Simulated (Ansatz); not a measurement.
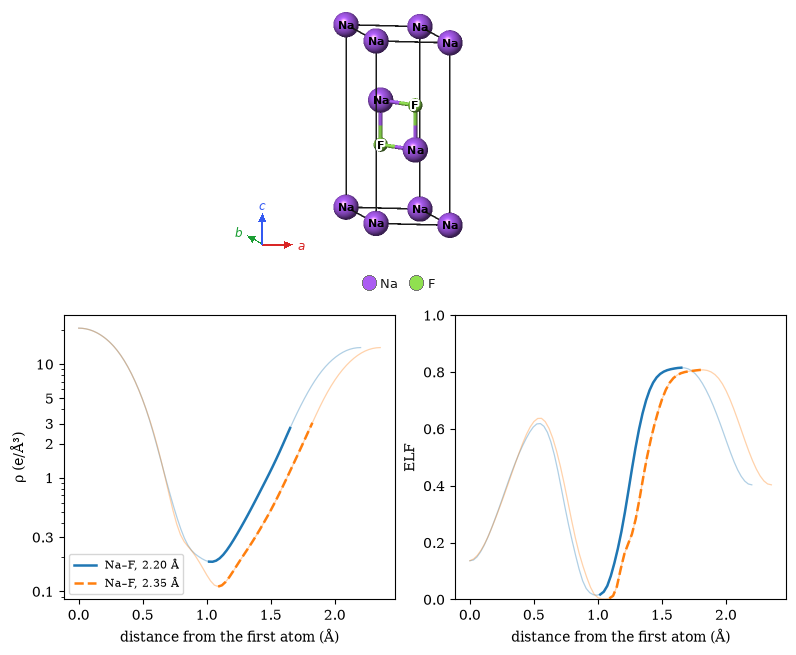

The picture shows: Na3F2. Valence electron density and electron localisation function along straight lines between neighbouring atoms. Thin, pale parts lie inside the atomic spheres. The structure is drawn too.

Space group P-3m1; started from the A-type sesquioxide_164 prototype, which need not be the ambient phase; computed without spin polarisation.

The calculation used DFT PBE, scalar-relativistic, plane waves, PAW in Ansatz.

The density is the valence pseudo-density of a PAW calculation; it isn't the true density close to the nuclei.

```
Na F
1.0
     3.81270    0.00000    0.00000
    -1.90635    3.30189    0.00000
     0.00000    0.00000    9.64704
Na F
3 2
Direct
  0.00000 0.00000 0.00000
  0.33333 0.66667 0.62005
  0.66667 0.33333 0.37995
  0.33333 0.66667 0.37596
  0.66667 0.33333 0.62404
```

> Compare the contacts.

Na–F (2.20 Å): ρ at the midpoint is about 0.2 e/Å³; the ELF is about 0.10 at the midpoint: no localised pair shows between them.
Na–F (2.35 Å): ρ is about 0.13 e/Å³ halfway; the ELF is about 0.10 at the midpoint; no localised pair shows between them.
